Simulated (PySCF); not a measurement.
# La³⁺: dipole response in x2c-TZVPPall plus 1 even-tempered diffuse shell per l

How polarisable is La³⁺ at the levels listed below?

Method: unrestricted determinants in a Gaussian basis, no spin-orbit coupling in the energies. Code: PySCF 2.14.0.

## Step 1: Starting point

| Item | Value |
| --- | --- |
| Element | lanthanum (Z = 57) |
| Basis | x2c-TZVPPall with one added diffuse shell each of s, p, d type (12s8p8d3f1g, 106 functions) |
| Hamiltonian | the spin-free X2C one-electron Hamiltonian (Gaussian nucleus) |
| State 1 | La³⁺: [Xe], closed-shell 1S |
| Methods | UHF, PBE, PBE0 |

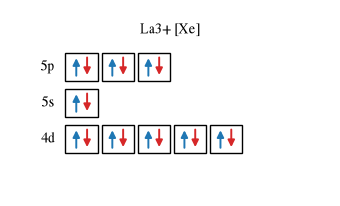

The shells outside the core, filled by Hund's rule for the drawing.

The runs were made by one driver on top of PySCF. The scripts below sum up each run's settings (the driver also hands on starting orbitals that pick excited configurations, and frozen orbitals as a list rather than a count), and the logs come from the driver's own runs. The driver starts from symmetry-adapted Hartree-Fock orbitals, holds the occupation by maximum overlap and uses a logarithmic radial grid for functionals, so a plain start would take other cycles.

The integrals over 106 functions and the set-up took 6.1 s of CPU time.

## Step 2: La³⁺, method by method

#### UHF

File input.py:

```python
from pyscf import gto, scf, dft, mp, cc
import basis_set_exchange as bse
mol = gto.M(atom="La 0 0 0", charge=3, spin=0, symmetry="D2h",
            basis=gto.basis.parse(bse.get_basis("x2c-TZVPPall", elements=["La"], fmt="nwchem", augment_diffuse=1)),
            nucmod="G")
mf = scf.UHF(mol).sfx2c1e()
mf.irrep_nelec = {'Ag': (9, 9), 'B1g': (2, 2), 'B2g': (2, 2), 'B3g': (2, 2), 'B1u': (4, 4), 'B2u': (4, 4), 'B3u': (4, 4)}
mf.kernel()
```

Log:

```text
damping factor = 0
level_shift factor = 0
DIIS = <class 'pyscf.scf.diis.CDIIS'>
diis_start_cycle = 1
diis_space = 10
diis_damp = 0
SCF conv_tol = 1e-09
SCF conv_tol_grad = None
number electrons alpha = 27  beta = 27
cycle= 1 E= -8488.03653542841  delta_E= -1.35e-10  |g|= 7.86e-06  |ddm|= 5.51e-05
converged SCF energy = -8488.03653542841  <S^2> = -3.5527137e-14  2S+1 = 1
```

CPU time 12 s on a shared host, the integrals not counted.

Orbital energies by shell (radii are means over both spins):

```csv
shell,electrons,mean orbital energy (eV),spread (eV),rms radius (bohr)
1s,2,-39142.2,0,0.0286
2s,2,-6358.8,0,0.116
2p,6,-5700.2,0,0.104
3s,2,-1424.4,0,0.303
3p,6,-1208.6,0,0.303
3d,10,-895.78,0,0.281
4s,2,-325.60,0,0.694
4p,6,-252.42,0,0.737
4d,10,-142.50,0,0.826
5s,2,-71.689,0,1.65
5p,6,-50.475,0,1.87
```

⟨S²⟩ = 0.000, ⟨L²⟩ = 0.00.

The driver then solved the coupled dipole response at imaginary frequencies: mean α = 7.543 bohr³, C₆ = 47.97 au for a like pair.

The p, d and f levels are scalar averages; spin-orbit coupling splits them strongly at this Z.

#### PBE

input.py differs from the last one in:

```diff
@@ -5,3 +5,3 @@
             nucmod="G")
-mf = scf.UHF(mol).sfx2c1e()
+mf = dft.UKS(mol, xc="PBE").sfx2c1e()
 mf.irrep_nelec = {'Ag': (9, 9), 'B1g': (2, 2), 'B2g': (2, 2), 'B3g': (2, 2), 'B1u': (4, 4), 'B2u': (4, 4), 'B3u': (4, 4)}
```

Log:

```text
damping factor = 0
level_shift factor = 0
DIIS = <class 'pyscf.scf.diis.CDIIS'>
diis_start_cycle = 1
diis_space = 10
diis_damp = 0
SCF conv_tol = 1e-09
SCF conv_tol_grad = None
number electrons alpha = 27  beta = 27
XC functionals = PBE
    J. P. Perdew, K. Burke, and M. Ernzerhof.,  Phys. Rev. Lett. 77, 3865 (1996)
    J. P. Perdew, K. Burke, and M. Ernzerhof.,  Phys. Rev. Lett. 78, 1396 (1997)
    J. P. Perdew, K. Burke, and M. Ernzerhof.,  Phys. Rev. Lett. 77, 3865 (1996)
    J. P. Perdew, K. Burke, and M. Ernzerhof.,  Phys. Rev. Lett. 78, 1396 (1997)
cycle= 1 E= -8490.71423727828  delta_E= -0.0138  |g|= 0.0387  |ddm|= 0.318
cycle= 2 E= -8490.7143815688  delta_E= -0.000144  |g|= 0.0194  |ddm|= 0.0808
cycle= 3 E= -8490.7144365056  delta_E= -5.49e-05  |g|= 0.00455  |ddm|= 0.0292
cycle= 4 E= -8490.71443790046  delta_E= -1.39e-06  |g|= 0.000112  |ddm|= 0.00253
cycle= 5 E= -8490.71443790442  delta_E= -3.96e-09  |g|= 3.1e-06  |ddm|= 0.000284
cycle= 6 E= -8490.71443790444  delta_E= -2e-11  |g|= 1.82e-08  |ddm|= 8.66e-06
converged SCF energy = -8490.71443790444  <S^2> = -4.2632564e-14  2S+1 = 1
```

CPU time 13 s on a shared host, the integrals not counted.

The driver then solved the coupled dipole response at imaginary frequencies: mean α = 7.634 bohr³, C₆ = 48.50 au for a like pair.

#### PBE0

input.py differs from the last one in:

```diff
@@ -5,3 +5,3 @@
             nucmod="G")
-mf = dft.UKS(mol, xc="PBE").sfx2c1e()
+mf = dft.UKS(mol, xc="PBE0").sfx2c1e()
 mf.irrep_nelec = {'Ag': (9, 9), 'B1g': (2, 2), 'B2g': (2, 2), 'B3g': (2, 2), 'B1u': (4, 4), 'B2u': (4, 4), 'B3u': (4, 4)}
```

Log:

```text
damping factor = 0
level_shift factor = 0
DIIS = <class 'pyscf.scf.diis.CDIIS'>
diis_start_cycle = 1
diis_space = 10
diis_damp = 0
SCF conv_tol = 1e-09
SCF conv_tol_grad = None
number electrons alpha = 27  beta = 27
XC functionals = PBE0
    C. Adamo and V. Barone.,  J. Chem. Phys. 110, 6158 (1999)
    M. Ernzerhof and G. E. Scuseria.,  J. Chem. Phys. 110, 5029 (1999)
cycle= 1 E= -8490.78994658709  delta_E= -0.00789  |g|= 0.0272  |ddm|= 0.239
cycle= 2 E= -8490.79003218012  delta_E= -8.56e-05  |g|= 0.0139  |ddm|= 0.0501
cycle= 3 E= -8490.79005536936  delta_E= -2.32e-05  |g|= 0.00175  |ddm|= 0.016
cycle= 4 E= -8490.79005550536  delta_E= -1.36e-07  |g|= 2.65e-05  |ddm|= 0.000545
cycle= 5 E= -8490.79005550556  delta_E= -2e-10  |g|= 3.25e-06  |ddm|= 5.32e-05
converged SCF energy = -8490.79005550556  <S^2> = -4.9737992e-14  2S+1 = 1
```

CPU time 24 s on a shared host, the integrals not counted.

The driver then solved the coupled dipole response at imaginary frequencies: mean α = 7.579 bohr³, C₆ = 48.11 au for a like pair.

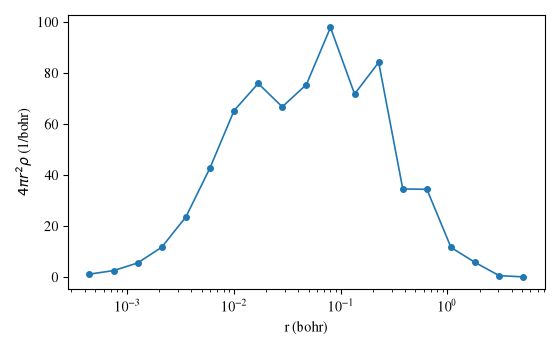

Radial density 4πr²ρ of La³⁺ at UHF, without picture-change correction, at 19 stored radii joined by straight lines.

## Step 3: Polarisabilities and C₆

La³⁺, in atomic units:

```csv
method,mean α,C₆ (like pair),S(−4)
UHF,7.543,47.97,6.942
PBE,7.634,48.50,7.252
PBE0,7.579,48.11,7.095
```

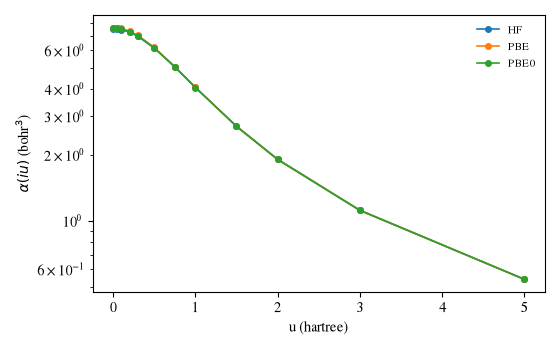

α(iu) of La³⁺, the polarisability at imaginary frequency, on a logarithmic scale.

## Step 4: Summary of results

| quantity | value |
| --- | --- |
| α of La³⁺ | 7.543 (UHF) to 7.634 (PBE) bohr³ |

In words: A single London oscillator with the computed α and C₆ of La³⁺ at UHF would have ω = 4 C₆ / (3 α²) = 1.12 hartree. All values hold for this basis alone; no basis-set limit was taken.
